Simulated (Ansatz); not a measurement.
**B₂SiH (quartet): from Hartree-Fock to the top rungs at a displaced geometry (v2), cc-pVDZ**

Aim: climb from Hartree-Fock through coupled cluster for B₂SiH (quartet) at one geometry and basis, and see what each rung misses.

Computed with Ansatz 0.2.0, Gaussian basis. Level: cc-pVDZ, core rule «outside noble gas», up to 7 orbitals frozen.

The runs, in order: UHF; CCSD(T) on ROHF; CCSD(T) on UHF; BCCD(T) on ROHF; CISD as a restricted active space (open shells left free, so some higher excitations enter); CCSDT(Q) on ROHF; CCSDT(Q) on UHF.

19 further runs of the same task are left out: 5 that didn't finish, 14 set aside as unsound or not needed. Runs told in other sessions of the task aren't counted.

### Step 1. The system

The geometry is a PBE0/def2-TZVP stationary point (not a proven minimum) with its atoms shifted at random (size 0.100 Å).

4 atoms, charge 0, spin multiplicity 4.

Atoms are counted from 1 here; the program's logs count them from 0.

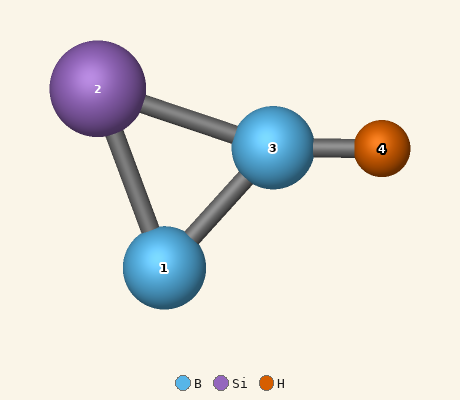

The structure; boron blue, silicon purple, hydrogen orange; atoms are numbered from 1 in the order of the file.

### Step 2. UHF

File in.yaml:

```yaml
crystal:
  periodic: [false, false, false]
  atoms:
    - {symbol: B, position_ang: [0.110220, -1.100212, -0.767791]}
    - {symbol: Si, position_ang: [-0.054654, 0.161458, 0.796289]}
    - {symbol: B, position_ang: [0.021967, 0.572702, -1.106213]}
    - {symbol: H, position_ang: [0.105075, 1.159071, -2.087734]}
basis:
  gaussian: {orbitals: cc-pVDZ}
magnetization: {spin_polarized: true, initial_magnetization: 3}
hamiltonian: {xc: hf}
output: {orbitals: {seedname: orbitals}}
```

Command:

```sh
$ ansatz run in.yaml --threads 1 --pin off --events-out ev --progress --plain --max-ram 2393MiB
```

The runs that follow: CCSD(T) on ROHF; CCSD(T) on UHF; BCCD(T) on ROHF; CISD as a restricted active space (open shells left free, so some higher excitations enter); CCSDT(Q) on ROHF; CCSDT(Q) on UHF.

**Question.** What will the summary of the whole plan be? Wanted: UCCSDT(Q) from the RHF energy; RMP2 from UCCSDT(Q); UMP2 from UCCSDT(Q); RCCSD from UCCSDT(Q); RCCSD(T) from UCCSDT(Q); UCCSD(T) from UCCSDT(Q); RCCSDT(Q) from UCCSDT(Q); T1 diagnostic.

**Answer**, as computed:

```
                         quantity                      value
    UCCSDT(Q) from the ROHF energy                 -6.9733 eV
              RMP2 from UCCSDT(Q)                +1418.3 meV
              UMP2 from UCCSDT(Q)                +1454.1 meV
             RCCSD from UCCSDT(Q)                 +419.2 meV
          RCCSD(T) from UCCSDT(Q)                  +82.8 meV
          UCCSD(T) from UCCSDT(Q)                  +83.4 meV
         RCCSDT(Q) from UCCSDT(Q)                   +1.6 meV
levels within 1 kcal/mol (43 meV)  RCCSDT, UCCSDT, RCCSDT(Q)
                    T1 diagnostic                      0.041
```

RCCSD(T) lands +82.8 meV from the yardstick (1.2 % of the correlation energy). These misses are within one basis, not against nature; the frozen cores of restricted and unrestricted runs differ, which can shift their rows.

With open shells the CI space here admits some higher excitations, so it is larger than plain CISD.
